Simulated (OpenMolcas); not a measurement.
# CH2Se (methaneselone): levels of theory compared

Aim: a comparison of 6 runs (HF/def2-TZVPP, B2PLYP/def2-TZVPP, B3LYP/def2-TZVPP, BHLYP/def2-TZVPP, M06-2X/def2-TZVPP, TPSS/def2-TZVPP) of CH2Se (methaneselone). 

Program for the calculation: OpenMolcas 26.06.

### Step 1. Starting point

The species is CH2Se (4 atoms), meant as a singlet with charge 0. SMILES: `C=[Se]`. One bond was lengthened or shortened from a relaxed shape.

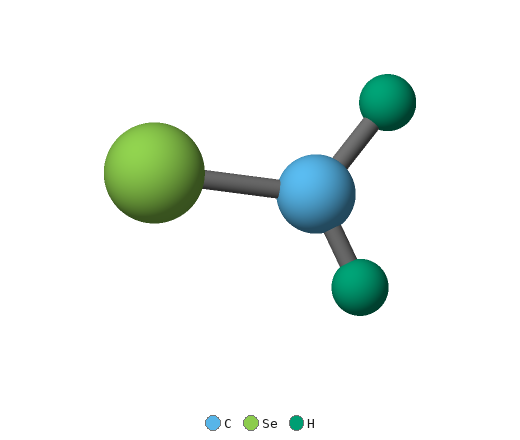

The structure, seen from a chosen angle (carbon blue, selenium green, hydrogen teal).

### Step 2. The energy at HF/def2-TZVPP (run 1)

File struct.xyz:

```xyz
4

C     -0.060894     0.120477    -0.070371
Se     1.452656     0.441287     0.726989
H     -0.586530    -1.013730    -0.053570
H     -0.599594     0.895687    -0.609601
```

File job.inp:

```
&GATEWAY
 BasLib=$CurrDir
 Coord=struct.xyz
 Basis=def2-TZVPP
 Group=NoSym

&SEWARD

&SCF
 Thresholds=1e-10 1e-07 1e-07 1e-05
 PrOrbitals=1 1
```

The basis set def2-TZVPP is read from a file made from the Basis Set Exchange's data (not shown).

Command:

```sh
export MOLCAS_MEM=1860
pymolcas job.inp > job.log
```

Standard output:

```text
--- Start Module: gateway ---
[...]
--- Stop Module: gateway /rc=_RC_ALL_IS_WELL_ ---
--- Start Module: seward ---
[...]
      Basis functions          107
--- Stop Module: seward /rc=_RC_ALL_IS_WELL_ ---
[...]
--- Start Module: scf ---
[...]
       Convergence after  13 Iterations
[...]
::    Total SCF energy                              -2438.8311830383
[...]
      Total spin, S                                     0.0000000000
[...]
      Total electronic charge=   42.000000
      Total            charge=   -0.000000
[...]
      Dipole Moment (debye):
      Origin of the operator (angstrom)=    1.2154    0.3896    0.6024
                   X= -1.6524E+00               Y= -3.2499E-01               Z= -8.7777E-01           Total=  1.8991E+00
      Quadrupole Moment (debye*angstrom):
[...]
--- Stop Module: scf /rc=_RC_ALL_IS_WELL_ ---
[...]
```

Wall time 12 s (1 thread of Arm Neoverse V1, shared host); peak memory 0.62 GiB.

### Step 3. The energy at B2PLYP/def2-TZVPP (run 2)

File test.inp:

```
* CH2Se Kohn-Sham DFT
>>> EXPORT MOLCAS_PRINT=2

&GATEWAY
 BasLib=$CurrDir
 BasisSet
 C.def2-TZVPP....
 C1 -0.060894 0.120477 -0.070371 angstrom
 End of Basis
 BasisSet
 Se.def2-TZVPP....
 Se2 1.452656 0.441287 0.726989 angstrom
 End of Basis
 BasisSet
 H.def2-TZVPP....
 H3 -0.586530 -1.013730 -0.053570 angstrom
 H4 -0.599594 0.895687 -0.609601 angstrom
 End of Basis

&SEWARD
 GridInput
 Grid=UltraFine
 End of Grid

&SCF
 KSDFT=B2PLYP_SCF
 Thresholds=1e-10 1e-07 1e-07 1e-05
 PrOrbitals=0

&MBPT2
 Frozen=10
```

The basis set def2-TZVPP is read from a file made from the Basis Set Exchange's data (not shown).

Command:

```sh
export MOLCAS_MEM=1860
pymolcas test.inp > test.log
```

Standard output:

```text
--- Start Module: gateway ---
[...]
--- Stop Module: gateway /rc=_RC_ALL_IS_WELL_ ---
[...]
      Basis functions          107
[...]
--- Start Module: scf ---
[...]
       Convergence after  14 Iterations
[...]
::    Total KS-DFT energy                           -2440.2630578679
[...]
      Total spin, S                                     0.0000000000
[...]
      Total electronic charge=   42.000000
      Total            charge=   -0.000000
[...]
      Dipole Moment (debye):
      Origin of the operator (angstrom)=    1.2154    0.3896    0.6024
                   X= -1.3859E+00               Y= -2.5943E-01               Z= -7.4001E-01           Total=  1.5924E+00
      Quadrupole Moment (debye*angstrom):
[...]
--- Stop Module: scf /rc=_RC_ALL_IS_WELL_ ---
[...]
--- Start Module: mbpt2 ---
[...]
 ###    WARNING: MP2 implementation intended for RHF references only         ###
 ###############################################################################
MBPT2 WARNING: Reference function according to RunFile:KS-DFT
I'll assume you know what you're doing and continue
WARNING!
Default frozen orbitals as non valence orbitals is overwritten by user input.
Default values:  15
[...]
       Reference weight ( Cref**2 )         =        0.79841
::    Total MBPT2 energy                            -2440.7990059908
[...]
      Total MBPT2 calculations                           0.47      0.55
--- Stop Module: mbpt2 /rc=_RC_ALL_IS_WELL_ ---
[...]
```

Wall time 29 s (1 thread of Arm Neoverse V1, shared host); peak memory 0.62 GiB.

Runs 3 to 4 aren't shown in full; the table further down has their settings and results.

### Step 4. A single-point energy at M06-2X/def2-TZVPP (run 5)

File job.input:

```
* CH2Se Kohn-Sham DFT

&GATEWAY
 BasLib=$CurrDir
 Coord
 4
 bohr
 C     -0.11507298     0.22766853    -0.13298192
 Se     2.74512199     0.83391157     1.37381011
 H     -1.10838106    -1.91567206    -0.10123263
 H     -1.13306845     1.69260312    -1.15197894
 Basis=def2-TZVPP
 Group=NoSym

&SEWARD
 GridInput
 Grid=UltraFine
 End of Grid

&SCF
 KSDFT=M062X
 Thresholds=1e-10 1e-07 1e-07 1e-05
 PrOrbitals=1 1
```

The basis set def2-TZVPP is read from a file made from the Basis Set Exchange's data (not shown).

Command:

```sh
export MOLCAS_MEM=1860
pymolcas job.input > job.log
```

Standard output:

```text
--- Start Module: gateway ---
[...]
--- Stop Module: gateway /rc=_RC_ALL_IS_WELL_ ---
--- Start Module: seward ---
[...]
      Basis functions          107
--- Stop Module: seward /rc=_RC_ALL_IS_WELL_ ---
[...]
--- Start Module: scf ---
[...]
       Convergence after  13 Iterations
[...]
::    Total KS-DFT energy                           -2440.8214270823
[...]
      Total spin, S                                     0.0000000000
[...]
      Total electronic charge=   42.000000
      Total            charge=   -0.000000
[...]
      Dipole Moment (debye):
      Origin of the operator (angstrom)=    1.2154    0.3896    0.6024
                   X= -1.2723E+00               Y= -2.4277E-01               Z= -6.7804E-01           Total=  1.4620E+00
      Quadrupole Moment (debye*angstrom):
[...]
--- Stop Module: scf /rc=_RC_ALL_IS_WELL_ ---
[...]
```

Wall time 35 s (1 thread of Arm Neoverse V1, shared host); peak memory 0.62 GiB.

### Step 5. The energy at TPSS/def2-TZVPP (run 6)

File coord.xyz:

```xyz
4

C     -0.060894     0.120477    -0.070371
Se     1.452656     0.441287     0.726989
H     -0.586530    -1.013730    -0.053570
H     -0.599594     0.895687    -0.609601
```

File calc.input:

```
>>> EXPORT MOLCAS_PRINT=2

&gateway
  baslib=$CurrDir
  coord=coord.xyz
  basis=def2-TZVPP
  group=NoSym

&seward
  gridinput
  Grid=UltraFine
  End of Grid

&scf
  ksdft=2
  1.0 MGGA_X_TPSS
  1.0 MGGA_C_TPSS
  thresholds=1e-10 1e-07 1e-07 1e-05
  prorbitals=1
```

The basis set def2-TZVPP is read from a file made from the Basis Set Exchange's data (not shown).

Command:

```sh
export MOLCAS_MEM=1860
pymolcas calc.input > calc.log
```

Standard output:

```text
--- Start Module: gateway ---
[...]
--- Stop Module: gateway /rc=_RC_ALL_IS_WELL_ ---
--- Start Module: seward ---
[...]
      Basis functions          107
--- Stop Module: seward /rc=_RC_ALL_IS_WELL_ ---
[...]
--- Start Module: scf ---
[...]
       Convergence after  13 Iterations
[...]
::    Total KS-DFT energy                           -2440.7634500991
[...]
      Total spin, S                                     0.0000000000
[...]
      Total electronic charge=   42.000000
      Total            charge=   -0.000000
[...]
      Dipole Moment (debye):
      Origin of the operator (angstrom)=    1.2154    0.3896    0.6024
                   X= -1.2359E+00               Y= -2.0769E-01               Z= -6.6667E-01           Total=  1.4195E+00
      Quadrupole Moment (debye*angstrom):
[...]
--- Stop Module: scf /rc=_RC_ALL_IS_WELL_ ---
[...]
```

It took 36 s on 1 thread of Arm Neoverse V1, shared host; peak memory 0.62 GiB.

### Step 6. The series

| run | level | frozen core orbitals | integration grid | energy (Eh) | dipole moment (D) | HOMO energy (eV) | LUMO energy (eV) | wall time |
| --- | --- | --- | --- | --- | --- | --- | --- | --- |
| 1 | HF/def2-TZVPP | – | – | -2438.831183 | 1.90 | -8.99 | 0.80 | 12 s |
| 2 | B2PLYP/def2-TZVPP | 10 | UltraFine | -2440.407764 | 1.59 | -7.36 | -1.42 | 29 s |
| 3 | B3LYP/def2-TZVPP | – | UltraFine | -2440.860886 | 1.41 | -6.21 | -2.98 | 29 s |
| 4 | BHLYP/def2-TZVPP | – | UltraFine | -2440.778327 | 1.57 | -7.43 | -1.74 | 26 s |
| 5 | M06-2X/def2-TZVPP | – | UltraFine | -2440.821427 | 1.46 | -7.55 | -1.90 | 35 s |
| 6 | TPSS/def2-TZVPP | – | UltraFine | -2440.763450 | 1.42 | -5.39 | -3.58 | 36 s |

### Step 7. Summary of results

```
            quantity           value
 run 6: total energy  -2440.76345 Eh
run 6: dipole moment          1.42 D
  run 6: HOMO energy        -5.39 eV
  run 6: LUMO energy        -3.58 eV
run 6: HOMO–LUMO gap         1.82 eV
```

In words: The dipole moment (its size) runs from 1.41 D (B3LYP/def2-TZVPP) to 1.90 D (HF/def2-TZVPP). The HOMO–LUMO gap runs from 1.82 eV (TPSS/def2-TZVPP) to 9.79 eV (HF/def2-TZVPP). Exact exchange widens orbital gaps. For B2PLYP the log adds the whole second-order term; the table takes 0.27 of it, as the functional is defined. Totals of different functionals can't be ranked against each other. All runs together took 2.8 min, the longest 36 s.
